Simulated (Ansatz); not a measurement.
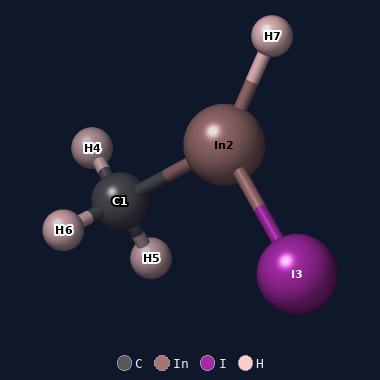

The system is CH₄IIn, SMILES [CH3][InH][I]; the picture shows the reference structure. The first coordinate is: umbrella angle at In2 (between each of its bonds and their common axis; 90 is planar); the second: change of the bonds In2–C1, In2–I3, In2–H7, all alike. Nothing is relaxed (all other coordinates rigid). The grid has 9 × 9 points. Points are written as (first, second). Energies are in kcal/mol, from the lowest grid point. Method: RKS PBE0-D4/def2-SVP in Ansatz 0.2.0.

Its coordinates:

```xyz
7

C    -0.9643    0.4300   -0.3087
In    1.0513   -0.2540   -0.0183
I     1.3414   -1.7056    2.2471
H    -1.0680    1.0018   -1.2409
H    -1.6337   -0.4421   -0.3316
H    -1.2495    1.0603    0.5462
H     2.5227   -0.0904   -0.8938
```

Range: umbrella angle at In2 (between each of its bonds and their common axis; 90 is planar) from 66 to 114°; change of the bonds In2–C1, In2–I3, In2–H7, all alike from −0.241 to 0.373 Å.

Q: What will the energy surface look like?

A: The lowest grid point is at (90°, −0.011 Å). It is the only kind of minimum in the scanned range. The highest grid point, (66°, −0.241 Å), lies 63.0 kcal/mol above the lowest. Round the minimum the two coordinates are nearly uncoupled.

```csv
"second ↓, first →",66,72,78,84,90,96,102,108,114
0.373,49.5,42.6,37.7,34.8,33.8,34.8,37.7,42.6,49.4
0.296,40.4,33.0,27.7,24.5,23.4,24.5,27.7,33.0,40.4
0.219,32.6,24.5,18.8,15.3,14.2,15.3,18.8,24.5,32.6
0.142,26.5,17.8,11.5,7.8,6.6,7.8,11.5,17.7,26.4
0.066,23.1,13.6,6.9,2.9,1.5,2.9,6.9,13.6,23.0
−0.011,23.3,13.0,5.8,1.5,0.0,1.4,5.8,13.0,23.3
−0.088,28.8,17.6,9.7,5.0,3.4,5.0,9.7,17.5,28.7
−0.164,41.1,28.9,20.3,15.2,13.5,15.2,20.3,28.8,41.0
−0.241,63.0,49.6,40.2,34.7,32.8,34.6,40.2,49.5,62.9
```

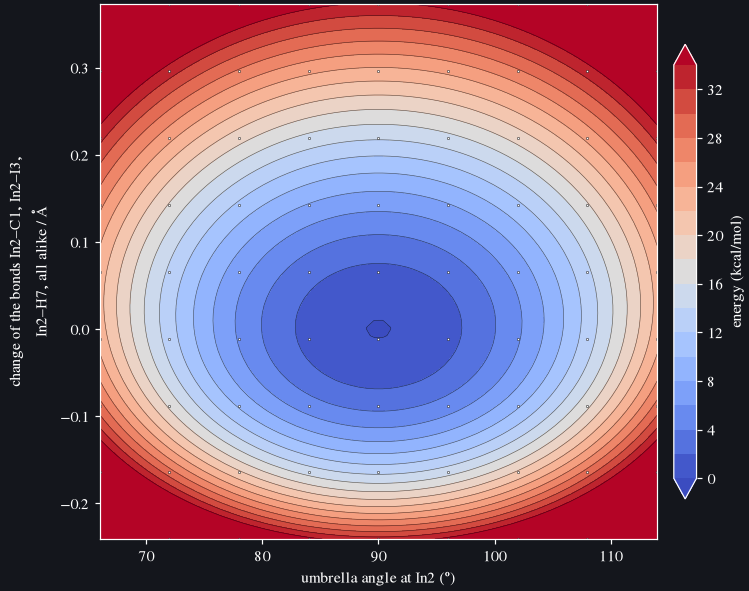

In the figure: filled contours, dots at the grid points, one colour for all values above the top of the scale. Between grid points the surface is interpolated.

Each point was launched as `ansatz run input.yaml --threads 1 --pin off --max-ram 2560MiB --backend cpu --events-out ev --progress --plain --runs-dir out`. The whole map (81 points run) took 12 min on 1 thread of Arm Neoverse V2 (shared host).
